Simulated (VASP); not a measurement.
Band structure of InP (relaxed from the layer:h-BN structure). Calculation: r2SCAN meta-GGA, VASP's PBE PAW potentials (set 64) (plane waves; VASP).

The cell holds a wide vacuum, so values per volume refer to the whole cell. Unless said otherwise, spin-orbit coupling is left out, though it shifts the bands of the heavy elements here.

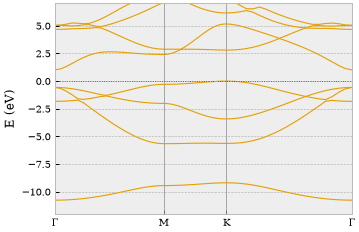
Fig. 1. Bands along high-symmetry lines, zero at the valence-band maximum or, without a gap, the Fermi level

Task: Read the plot: is there a gap, and where are the band edges?

Result: The gap is indirect, 1.01 eV, from the valence maximum at K to the conduction minimum at Γ.

The cell is a sheet with vacuum, built from a generated structure.
